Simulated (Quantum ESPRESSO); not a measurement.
# Cs (Im-3m): from the cell to the phonon bands

How does Cs (Im-3m) vibrate, and is this structure a minimum?

Main program and level: Quantum ESPRESSO 7.5; DFT LDA, scalar-relativistic, plane waves, PseudoDojo norm-conserving pseudopotentials.

### 1. Set-up

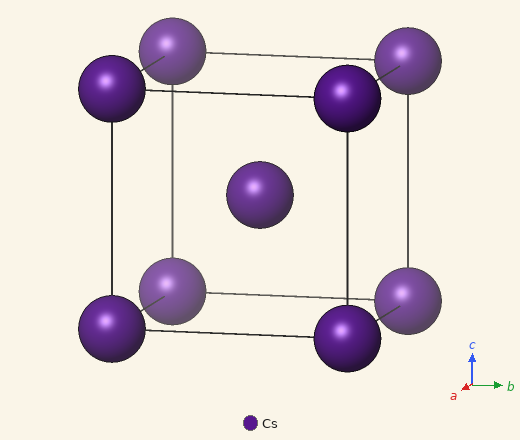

The cell as given, slightly off an axis (caesium purple). This picture shows the conventional cell, with its axes. Some periodic images of atoms are drawn too.

### 2. A first look

Before anything dear is run, a loose run with smearing shows whether this is a metal and how far the cell is from rest.

Contents of probe.in:

```
 &control
    calculation='scf',
    prefix='x',
    outdir='./tmp',
    pseudo_dir='./pseudo',
    tprnfor=.true.,
    tstress=.true.,
    verbosity='high',
 /
 &system
    ibrav=0,
    nat=1,
    ntyp=1,
    ecutwfc=53.0,
    occupations='smearing',
    smearing='gaussian',
    degauss=0.01,
 /
 &electrons
    conv_thr=1.0d-07,
    mixing_beta=0.7,
    electron_maxstep=100,
 /
ATOMIC_SPECIES
 Cs    132.9055  Cs.upf
CELL_PARAMETERS angstrom
     3.033500000    3.033500000    3.033500000
    -3.033500000    3.033500000    3.033500000
    -3.033500000   -3.033500000    3.033500000
ATOMIC_POSITIONS crystal
 Cs     0.000000000   0.000000000   0.000000000
K_POINTS automatic
 4 4 4 0 0 0
```

Launch:

```sh
$ OMP_NUM_THREADS=1 mpirun -n 4 pw.x -nk 4 -in probe.in > probe.out
```

Log:

```text
[banners, grids, parts of the stress and lines that vanish by symmetry left out]
Program PWSCF v.7.5
     Message from routine setup:
     using ibrav=0 with symmetry is DISCOURAGED, use correct ibrav instead
[...]
kinetic-energy cutoff     =      53.0000  Ry
     charge density cutoff     =     212.0000  Ry
     scf convergence threshold =      1.0E-07
[...]
Exchange-correlation= SLA  PW   NOGX NOGC
                           (   1   4   0   0   0   0   0)
[...]
48 Sym. Ops., with inversion, found
[...]
(     0          1          0      )
                  (     0          0          1      )
[...]
( -0.0000000  1.0000000 -0.0000000 )
                  (  0.0000000 -0.0000000  1.0000000 )
[...]
(     1         -1          1      )
                  (     1          0          0      )
[...]
(  1.0000000  0.0000000 -0.0000000 )
                  ( -0.0000000 -1.0000000 -0.0000000 )
[...]
(     1          0          0      )
                  (     0          0         -1      )
[...]
( -1.0000000 -0.0000000 -0.0000000 )
                  (  0.0000000  1.0000000 -0.0000000 )
[...]
number of k points=     8  Gaussian smearing, width (Ry)=  0.0100
[...]
End of self-consistent calculation
[...]
the Fermi energy is     2.1493 ev
!    total energy              =     -46.87254384 Ry
[...]
convergence has been achieved in   4 iterations
[...]
atom    1 type  1   force =     0.00000000    0.00000000    0.00000000
[...]
Total force =     0.000000     Total SCF correction =     0.000000
[...]
total   stress  (Ry/bohr**3)                   (kbar)     P=       -2.85
[...]
XML data file, charge density, pseudopotentials, collected wavefunctions

   JOB DONE.
```

Run time: 4.5 s. Hardware: 4 MPI ranks of Intel Xeon at 2.50GHz (Skylake/Cascade Lake), shared host.

Numbers from this step:

```yaml
volume_per_atom: 111.7 Å³
pressure: -0.2850 GPa
gap_on_the_k_mesh: 0 eV
```

No gap opens on this mesh, so smearing is kept; the start stands at -0.29 GPa.

### 3. Relaxing the cell and atoms

The relaxation runs at a cutoff a fifth above that of the response, since stress converges more slowly with the basis than frequencies do. Forces and stress are brought to rest with tight thresholds.

Contents of relax.in:

```
 &control
    calculation='vc-relax',
    prefix='x',
    outdir='./tmp',
    pseudo_dir='./pseudo',
    tprnfor=.true.,
    tstress=.true.,
    forc_conv_thr=2.0d-05,
    etot_conv_thr=1.0d-07,
    nstep=40,
 /
 &system
    ibrav=0,
    nat=1,
    ntyp=1,
    ecutwfc=64,
    occupations='smearing',
    smearing='mv',
    degauss=0.02,
 /
 &electrons
    conv_thr=1.0d-11,
    mixing_beta=0.7,
    electron_maxstep=100,
 /
 &ions
 /
 &cell
    press_conv_thr=0.2,
 /
ATOMIC_SPECIES
 Cs    132.9055  Cs.upf
CELL_PARAMETERS angstrom
     3.033500000    3.033500000    3.033500000
    -3.033500000    3.033500000    3.033500000
    -3.033500000   -3.033500000    3.033500000
ATOMIC_POSITIONS crystal
 Cs     0.000000000   0.000000000   0.000000000
K_POINTS automatic
 8 8 8 0 0 0
```

Launch:

```sh
$ OMP_NUM_THREADS=1 mpirun -n 4 pw.x -nk 4 -in relax.in > relax.out
```

Log:

```text
[banners, grids, parts of the stress and lines that vanish by symmetry left out]
[banner, memory and clock lines left out]
Program PWSCF v.7.5

[...]
kinetic-energy cutoff     =      64.0000  Ry
     charge density cutoff     =     256.0000  Ry
     scf convergence threshold =      1.0E-11
[...]
energy convergence thresh.=      1.0E-07
     force convergence thresh. =      2.0E-05
     press convergence thresh. =      2.0E-01
     Exchange-correlation= SLA  PW   NOGX NOGC
                           (   1   4   0   0   0   0   0)
[...]
48 Sym. Ops., with inversion, found
[...]
number of k points=    29  Marzari-Vanderbilt smearing, width (Ry)=  0.0200
[...]
c_bands:  1 eigenvalues not converged
[...]
End of self-consistent calculation
[...]
the Fermi energy is     2.1510 ev
!    total energy              =     -46.87513812 Ry
[...]
convergence has been achieved in   7 iterations
[...]
atom    1 type  1   force =     0.00000000    0.00000000    0.00000000
     Total force =     0.000000     Total SCF correction =     0.000000
[...]
total   stress  (Ry/bohr**3)                   (kbar)     P=       -2.96
[...]
number of bfgs steps    =   0
[...]
CELL_PARAMETERS (angstrom)
[...]
ATOMIC_POSITIONS (crystal)
Cs               0.0000000000        0.0000000000        0.0000000000
[...]
New effective cutoffs (rho, wfc):  256.15   64.06
[...]
End of self-consistent calculation
[...]
the Fermi energy is     2.1575 ev
!    total energy              =     -46.87516087 Ry
[...]
convergence has been achieved in   3 iterations
[...]
atom    1 type  1   force =     0.00000000    0.00000000    0.00000000
     Total force =     0.000000     Total SCF correction =     0.000000
[...]
total   stress  (Ry/bohr**3)                   (kbar)     P=       -2.94
[...]
number of bfgs steps    =   1
[...]
WARNING: bfgs curvature condition failed, Theta= 0.807
[...]
CELL_PARAMETERS (angstrom)
[...]
ATOMIC_POSITIONS (crystal)
Cs               0.0000000000        0.0000000000        0.0000000000
[...]
New effective cutoffs (rho, wfc):  256.53   64.15
[...]
End of self-consistent calculation
[...]
the Fermi energy is     2.1673 ev
!    total energy              =     -46.87519464 Ry
[...]
convergence has been achieved in   4 iterations
[...]
atom    1 type  1   force =     0.00000000    0.00000000    0.00000000
     Total force =     0.000000     Total SCF correction =     0.000000
[...]
total   stress  (Ry/bohr**3)                   (kbar)     P=       -2.90
[...]
number of bfgs steps    =   2
[...]
CELL_PARAMETERS (angstrom)
[...]
ATOMIC_POSITIONS (crystal)
Cs               0.0000000000        0.0000000000        0.0000000000
[...]
New effective cutoffs (rho, wfc):  257.12   64.30
[...]
End of self-consistent calculation
[...]
the Fermi energy is     2.1820 ev
!    total energy              =     -46.87524449 Ry
[...]
convergence has been achieved in   4 iterations
[...]
atom    1 type  1   force =     0.00000000    0.00000000    0.00000000
[...]
atom    1 type  1   force =     0.00000000    0.00000000    0.00000000
     Total force =     0.000000     Total SCF correction =     0.000000
[...]
total   stress  (Ry/bohr**3)                   (kbar)     P=       -1.71
[...]
number of bfgs steps    =   8
[...]
the Fermi energy is     2.6773 ev
!    total energy              =     -46.87626155 Ry
[...]
convergence has been achieved in   7 iterations
[...]
atom    1 type  1   force =     0.00000000    0.00000000    0.00000000
     Total force =     0.000000     Total SCF correction =     0.000000
[...]
total   stress  (Ry/bohr**3)                   (kbar)     P=       -0.89
[...]
number of bfgs steps    =   9
[...]
the Fermi energy is     2.8832 ev
!    total energy              =     -46.87633857 Ry
[...]
convergence has been achieved in   7 iterations
[...]
atom    1 type  1   force =     0.00000000    0.00000000    0.00000000
     Total force =     0.000000     Total SCF correction =     0.000000
[...]
total   stress  (Ry/bohr**3)                   (kbar)     P=        0.09
[...]
number of bfgs steps    =  10
[...]
New effective cutoffs (rho, wfc):  283.36   70.86
[...]
the Fermi energy is     2.8641 ev
!    total energy              =     -46.87633928 Ry
[...]
convergence has been achieved in   5 iterations
[...]
atom    1 type  1   force =     0.00000000    0.00000000    0.00000000
     Total force =     0.000000     Total SCF correction =     0.000000
[...]
total   stress  (Ry/bohr**3)                   (kbar)     P=       -0.00
[...]
number of bfgs steps    =  11
[...]
CELL_PARAMETERS (angstrom)
[...]
ATOMIC_POSITIONS (crystal)
Cs               0.0000000000        0.0000000000        0.0000000000
[...]
New effective cutoffs (rho, wfc):  283.39   70.87
[...]
End of self-consistent calculation
[...]
the Fermi energy is     2.8649 ev
!    total energy              =     -46.87633928 Ry
[...]
convergence has been achieved in   3 iterations
[...]
atom    1 type  1   force =     0.00000000    0.00000000    0.00000000
     Total force =     0.000000     Total SCF correction =     0.000000
[...]
total   stress  (Ry/bohr**3)                   (kbar)     P=        0.00
[...]
bfgs converged in  13 scf cycles and  12 bfgs steps
[...]
End of BFGS Geometry Optimization
     Final enthalpy           =     -46.8763392811 Ry
     File ./tmp/x.bfgs deleted, as requested
[...]
CELL_PARAMETERS (angstrom)
[...]
ATOMIC_POSITIONS (crystal)
Cs               0.0000000000        0.0000000000        0.0000000000
[...]
Final scf calculation at the relaxed structure.
[...]
kinetic-energy cutoff     =      64.0000  Ry
     charge density cutoff     =     256.0000  Ry
     scf convergence threshold =      1.0E-13
[...]
press convergence thresh. =      2.0E-01
     Exchange-correlation= SLA  PW   NOGX NOGC
                           (   1   4   0   0   0   0   0)
[...]
48 Sym. Ops., with inversion, found
[...]
number of k points=    29  Marzari-Vanderbilt smearing, width (Ry)=  0.0200
[...]
c_bands:  3 eigenvalues not converged
     c_bands:  4 eigenvalues not converged
     c_bands:  2 eigenvalues not converged
[...]
c_bands:  2 eigenvalues not converged
     c_bands:  1 eigenvalues not converged
[...]
End of self-consistent calculation
[...]
the Fermi energy is     2.8649 ev
!    total energy              =     -46.87633337 Ry
[...]
convergence has been achieved in   8 iterations
[...]
atom    1 type  1   force =     0.00000000    0.00000000    0.00000000
     Total force =     0.000000     Total SCF correction =     0.000000
[...]
total   stress  (Ry/bohr**3)                   (kbar)     P=        0.00
[...]
XML data file, charge density, pseudopotentials, collected wavefunctions
```

It took 3.3 min on 4 MPI ranks.

Relaxation path:

```tsv
step	energy less that of the first step (eV)	largest force (eV/Å)	pressure (GPa)	volume (Å³)
1	0.0000	0.0000	-0.30	111.66
2	-0.0003	0.0000	-0.29	111.49
3	-0.0008	0.0000	-0.29	111.24
4	-0.0014	0.0000	-0.29	110.86
5	-0.0024	0.0000	-0.28	110.30
6	-0.0039	0.0000	-0.27	109.45
7	-0.0059	0.0000	-0.25	108.20
8	-0.0086	0.0000	-0.22	106.33
9	-0.0120	0.0000	-0.17	103.57
10	-0.0153	0.0000	-0.09	99.52
11	-0.0163	0.0000	0.01	95.46
12	-0.0163	0.0000	0.00	95.82
13	-0.0163	0.0000	0.00	95.81
14	-0.0163	0.0000	0.00	95.81
```

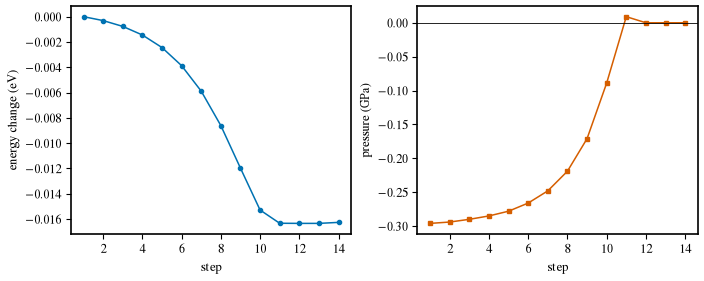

Energy and pressure along the relaxation.

```tsv
conventional cell, symmetrised	before	after	change
a (Å)	6.067	5.765	-5.0 %
b (Å)	6.067	5.765	-5.0 %
c (Å)	6.067	5.765	-5.0 %
volume (Å³/atom)	111.66	95.81	-14.2 %
```

Final coordinates:

```xyz
1
Lattice="2.8826 2.8826 2.8826 -2.8826 2.8826 2.8826 -2.8826 -2.8826 2.8826" Properties=species:S:1:pos:R:3 pbc="T T T"
Cs    0.0000    0.0000    0.0000
```

The last row of the table of steps is pw.x's closing run on a basis chosen anew for the final cell, so its energy can jump.

Read from the output:

```yaml
volume_per_atom: 95.81 Å³
pressure: 0 GPa
```

The volume changes by -14.2 % from the cell with which this run began.

### 4. Ground state

The response is built on this ground state, so it is converged far tighter than an energy would need. Smearing stays on, as the first look found no gap above 0.3 eV.

Contents of scf.in:

```
 &control
    calculation='scf',
    prefix='x',
    outdir='./tmp',
    pseudo_dir='./pseudo',
    tprnfor=.true.,
    tstress=.true.,
 /
 &system
    ibrav=0,
    nat=1,
    ntyp=1,
    ecutwfc=53.0,
    occupations='smearing',
    smearing='mv',
    degauss=0.02,
 /
 &electrons
    conv_thr=1.0d-12,
    mixing_beta=0.7,
    electron_maxstep=100,
 /
ATOMIC_SPECIES
 Cs    132.9055  Cs.upf
CELL_PARAMETERS angstrom
     2.882574163    2.882574163    2.882574163
    -2.882574163    2.882574163    2.882574163
    -2.882574163   -2.882574163    2.882574163
ATOMIC_POSITIONS crystal
 Cs     0.000000000   0.000000000   0.000000000
K_POINTS automatic
 8 8 8 0 0 0
```

Launch:

```sh
$ OMP_NUM_THREADS=1 mpirun -n 4 pw.x -nk 4 -in scf.in > scf.out
```

Log:

```text
[banners, grids, parts of the stress and lines that vanish by symmetry left out]
[banner, memory and clock lines left out]
Program PWSCF v.7.5

[...]
kinetic-energy cutoff     =      53.0000  Ry
     charge density cutoff     =     212.0000  Ry
     scf convergence threshold =      1.0E-12
[...]
Exchange-correlation= SLA  PW   NOGX NOGC
                           (   1   4   0   0   0   0   0)
[...]
48 Sym. Ops., with inversion, found
[...]
number of k points=    29  Marzari-Vanderbilt smearing, width (Ry)=  0.0200
[...]
End of self-consistent calculation
[...]
the Fermi energy is     2.8650 ev
!    total energy              =     -46.87632938 Ry
[...]
convergence has been achieved in   7 iterations
[...]
atom    1 type  1   force =     0.00000000    0.00000000    0.00000000
     Total force =     0.000000     Total SCF correction =     0.000000
[...]
total   stress  (Ry/bohr**3)                   (kbar)     P=       -0.00
[...]
XML data file, charge density, pseudopotentials, collected wavefunctions
```

Run time: 16 s. Hardware: 4 MPI ranks; 64 s of CPU time.

The cell stands at 0 GPa, close enough for phonons.

(Part 1 of 3 ends here.)

[Host names and launcher messages were left out of these logs when they were recorded.]

[Logs are printed without paths, hosts, clocks, repeated set-up lines and the standing remarks that a program may print on its own settings, such as how far it seeks lower states.]

[Hosts, paths, dates, database ids (printed as entryN), source tags and the programs' standing remarks are cut or masked in the printed files.]
